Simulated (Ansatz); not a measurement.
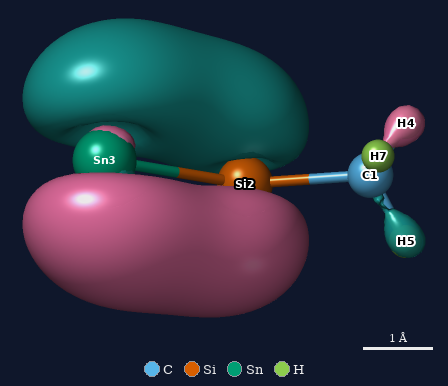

The picture shows: CH4SiSn. One frontier orbital at ±0.1 Å⁻³ᐟ² (teal and pink are the two phases), seen from one side.

Geometry: PBE0-D3(BJ)/def2-SVP; core potentials replace the inner electrons of Sn.

The calculation used Ansatz, isolated molecule in a Gaussian basis; Kohn-Sham density functional theory, functional PBE0.

Input

```
crystal:
  periodic: [false, false, false]
  atoms:
    - {symbol: C, position_ang: [-1.106674, -1.255868, -0.017632]}
    - {symbol: Si, position_ang: [-0.107221, 0.316066, -0.339690]}
    - {symbol: Sn, position_ang: [1.686049, 1.368164, 0.952078]}
    - {symbol: H, position_ang: [-0.970914, -1.971328, -0.843937]}
    - {symbol: H, position_ang: [-2.179565, -1.018309, 0.056946]}
    - {symbol: H, position_ang: [-0.544172, 0.972094, -1.619276]}
    - {symbol: H, position_ang: [-0.793303, -1.742149, 0.917222]}
basis:
  gaussian:
    orbitals: def2-TZVPD
hamiltonian:
  xc: pbe0
output: {forces: true, orbitals: {seedname: orbitals}}
```

Launched as:

```sh
ansatz run input.yaml --threads 1 --pin off --max-ram 2610MiB --events-out events.jsonl --progress --plain --runs-dir runs
```

### Which orbital is it: HOMO or LUMO?

The HOMO, at −5.08 eV. Its weight (Hirshfeld) is mainly on Sn3 (about 55 %) and Si2 (about 40 %); π-bonding across Sn3–Si2.
